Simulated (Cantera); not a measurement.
A closed system holds: 1 mol CuO, 3.5 mol H2, 4.7 mol N2, 0.44 mol O2, equilibrated at 1 atm.

These are equilibrium values from Cantera (NASA tables, ideal gas, pure condensed phases), not measurements of a reactor. Candidate condensed phases: Cu, CuO, Cu(OH)2, Cu2O, H2O; 27 gas species. Kinetics and transport are ignored.

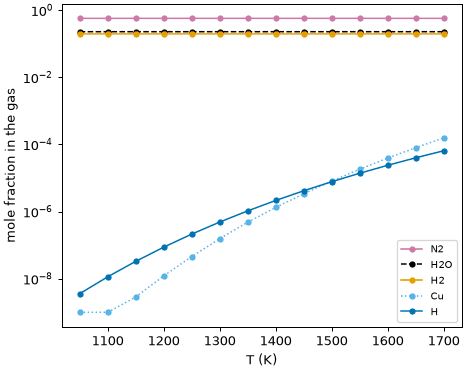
*Equilibrium gas composition (values under 1e-9 drawn at 1e-9)*

Task: Read off the mole fractions at 1500 K.

Result: N2 about 0.57, H2O about 0.23, H2 about 0.20, Cu about 8.1e-6, H about 7.8e-6.
